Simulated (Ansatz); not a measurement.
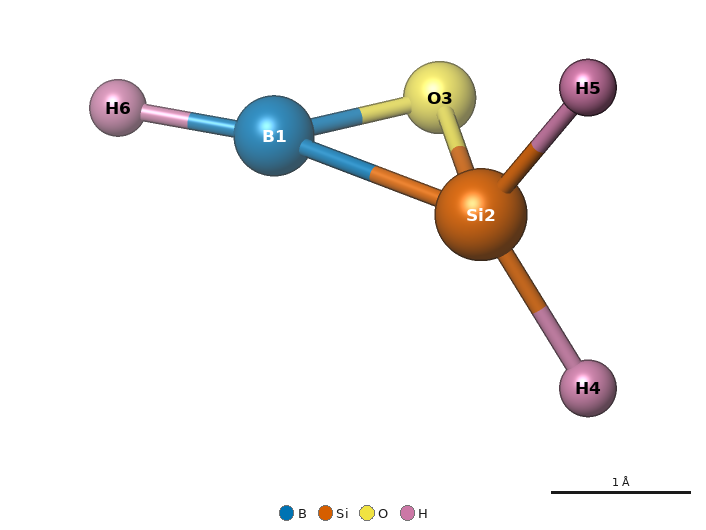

Orthographic view. Atoms fade into the background with distance from the viewer. Computed geometry: PBE-D4/def2-SVP optimisation. No frequency run is at hand to confirm it as a minimum.

List all interatomic distances (Å) as a matrix.

| atom | B1 | Si2 | O3 | H4 | H5 | H6 |
| --- | --- | --- | --- | --- | --- | --- |
| B1 | 0.00 |  |  |  |  |  |
| Si2 | 1.93 | 0.00 |  |  |  |  |
| O3 | 1.34 | 1.83 | 0.00 |  |  |  |
| H4 | 3.03 | 1.50 | 2.72 | 0.00 |  |  |
| H5 | 3.03 | 1.50 | 2.72 | 2.47 | 0.00 |  |
| H6 | 1.21 | 3.11 | 2.34 | 4.14 | 4.14 | 0.00 |
